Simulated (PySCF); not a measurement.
C2H6AlCl, SMILES `C[Al](C)Cl`.

PySCF calculation, TPSS/cc-pVDZ, gas phase; geometry: GFN2-xTB. No frequency check shows the geometry to be a minimum. GFN2-xTB bond lengths at metals and heavier atoms can be off by up to 0.1 Å and shapes distorted, which carries into these values.

The calculation's input:

```python
import numpy as np
from pyscf import gto, scf, dft
from pyscf.scf import atom_ks, atom_hf
from scipy.linalg import block_diag

def solve(mol, dm0=None, hcore=None):
    mf = (dft.UKS if mol.spin else dft.RKS)(mol, xc='tpss')
    mf.grids.level = 3
    mf = mf.density_fit(auxbasis='def2-universal-jkfit')
    mf.conv_tol, mf.max_cycle = 1e-8, 80
    if hcore is not None:
        mf.get_hcore = lambda *args: hcore
    mf.kernel(dm0)
    if not mf.converged:
        mf = mf.newton().run(mf.mo_coeff, mf.mo_occ, max_cycle=30)
    assert mf.converged, 'SCF not converged'
    return mf

mol = gto.M(atom='''
C     -1.27041     1.77374    -0.00018
Al    -0.36036     0.00026    -0.00012
C     -1.26493    -1.77642    -0.00046
Cl     1.67849     0.00065     0.00045
H     -2.35972     1.70420    -0.00191
H     -0.98475     2.36916     0.87353
H     -0.97216     2.37490    -0.87365
H     -0.97698    -2.37096    -0.87402
H     -0.98956    -2.36547     0.87316
H     -2.35444    -1.71025     0.00071
''', basis='cc-pvdz', charge=0, spin=0, verbose=4)
mf = solve(mol)
mf.analyze()
# spherically averaged free atoms, for the promolecule
atm = atom_ks.get_atm_nrks(mol, xc='tpss')
pro = block_diag(*[(atm[a[0]][2] * atm[a[0]][3]) @ atm[a[0]][2].T for a in mol._atom])
np.savez('result.npz', e=mf.e_tot, c=mf.mo_coeff, occ=mf.mo_occ, eps=mf.mo_energy, pro=pro, dip=mf.dip_moment(verbose=0), s2=mf.spin_square()[0])
```

Launched as:

```sh
OMP_NUM_THREADS=1 python input.py
```

The run took 11 s on 1 thread of Intel(R) Xeon(R) 6975P-C (Granite Rapids), with other jobs on the host, peak memory 0.43 GiB.

Partitions, critical points and surface values were worked out afterwards from this run's density.

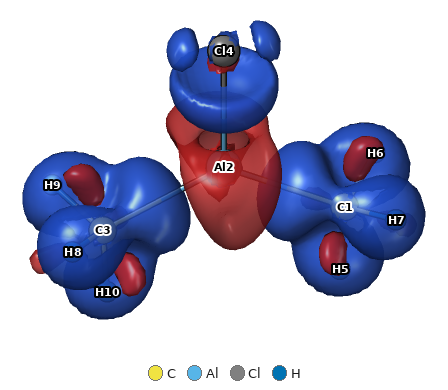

Deformation density (molecule less spherical, spin-averaged free atoms at the same positions), surfaces at ±0.05 e/Å³; blue: gain, red: loss.

### How much density has each bond gained at its critical point, relative to the free atoms?

C1–H5 and C3–H10: +0.58 e/Å³ at the bond critical point (bond length 1.09 Å, Mayer order 1.0). C3–H9, C1–H6 and C3–H8: +0.56 e/Å³ at the bond critical point (bond length 1.09 Å, Mayer order 0.9). C1–H7: +0.55 e/Å³ at the bond critical point (bond length 1.10 Å, Mayer order 0.9). C1–Al2 and Al2–C3: +0.10 e/Å³ at the bond critical point (bond length 1.99 Å, Mayer order 1.0). Al2–Cl4: +0.01 e/Å³ at the bond critical point (bond length 2.04 Å, Mayer order 1.2). In all, 2.0 electrons gather in the regions of gain relative to the promolecule. A small or negative value marks a very polar bond, one between electron-rich atoms, whose free-atom densities already overlap strongly, a long bond to a heavier atom, or a closed-shell contact such as a hydrogen bond.
